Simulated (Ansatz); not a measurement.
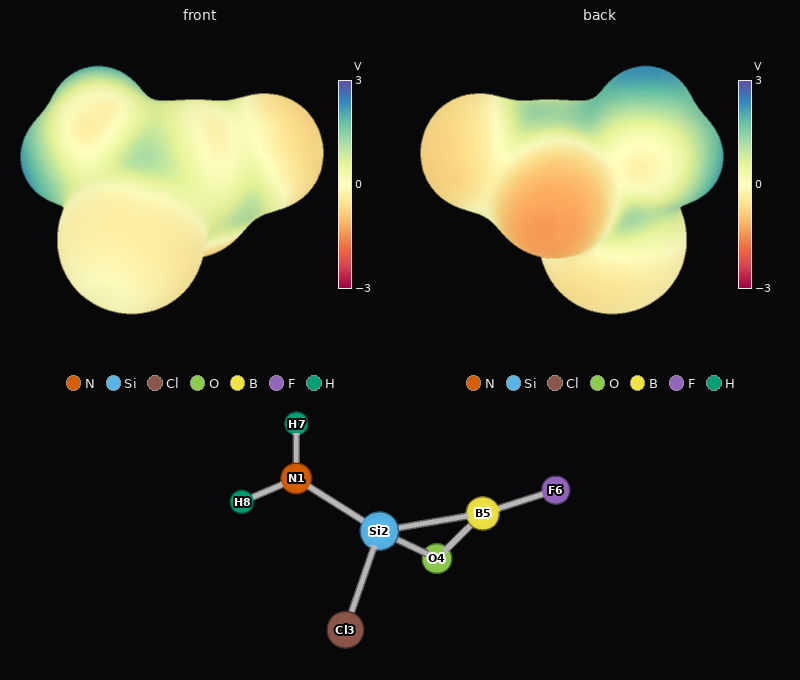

The picture shows: BClFH2NOSi. The electrostatic potential painted on the density surface at 0.002 e/bohr³, seen from the front and from behind; red is negative and blue positive. The bare structure is drawn below in the same view.

Theory: RKS PBE0-D4/def2-SVP in Ansatz 0.2.0.

The calculation's input:

```
crystal:
  periodic: [false, false, false]
  atoms:
    - { symbol: "N", position_ang: [-0.622, -1.42, 0.5164] }
    - { symbol: Si, position_ang: [0.5434, -0.0708, 0.3987] }
    - { symbol: Cl, position_ang: [2.4823, -0.5836, 0.8782] }
    - { symbol: O, position_ang: [0.6177, 0.5432, -1.1665] }
    - { symbol: B, position_ang: [0.0407, 1.6779, -0.4293] }
    - { symbol: F, position_ang: [-0.9521, 2.7437, -0.2836] }
    - { symbol: H, position_ang: [-1.08966, -1.25459, 1.48171] }
    - { symbol: H, position_ang: [-0.05857, -2.26321, 0.62209] }
basis:
  gaussian: { orbitals: def2-SVP }
hamiltonian:
  xc: pbe0
  dispersion: d4
relax:
  f_tol: 0.015
  max_steps: 40
output:
  orbitals: {}
```

Command:

```sh
ansatz run input.yaml --threads 2 --pin off --max-ram 3072MiB --backend cpu --events-out ev --progress --plain --runs-dir out
```

The fields are those of the relaxed geometry.

> Where is the surface potential most negative and most positive?

The most negative region (about −1.3 V, or −30 kcal/mol for a unit charge) lies over O4, the most positive (about +2.2 V, or +51 kcal/mol for a unit charge) over H7. O4 is the likeliest acceptor of a hydrogen bond.
